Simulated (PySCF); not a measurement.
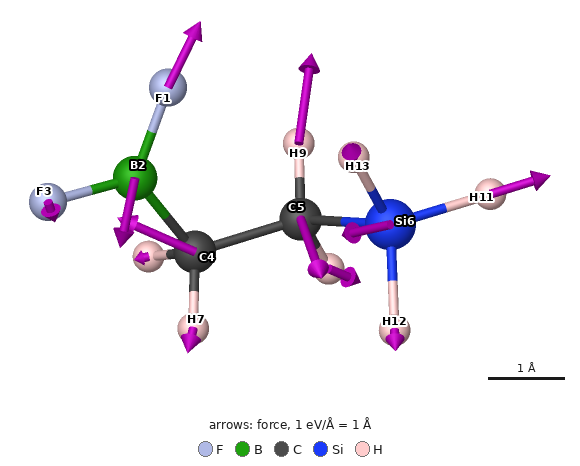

Starting geometry of C2H7BF2Si with the computed forces as purple arrows. The picture is a ball-and-stick view, seen from a free direction.

The start comes from GFN2-xTB. Its atoms were then displaced at random by about 0.01 Å.

The calculation used PBE0-D3(BJ)/def2-SVP geometry optimisation, gas phase (PySCF 2.14.0, density-fitted response routines). 

Q: Is this structure relaxed? If not, where do the atoms go?

A: It isn't relaxed: the largest force vector, on a C atom, is 1.49 eV/Å. The final displacements have little in common with the starting forces (cosine between the two patterns 0.16). After 18 geometry steps the energy has fallen by 0.130 eV. The atom that moves furthest after the best rigid fit is an F atom (0.33 Å). By element the largest moves are F 0.33 Å, H 0.13 Å, Si 0.05 Å, B 0.05 Å, C 0.04 Å. Near-neighbour distances that change, for instance: H–Si 1.454 → 1.494 Å, C–H 1.067 → 1.103 Å, B–C 1.589 → 1.563 Å, C–Si 1.912 → 1.888 Å. Bond angles that change, for instance: C–Si–H 107.7° → 111.1°, H–C–H 108.7° → 106.1°, C–C–H 108.6° → 111.0°.
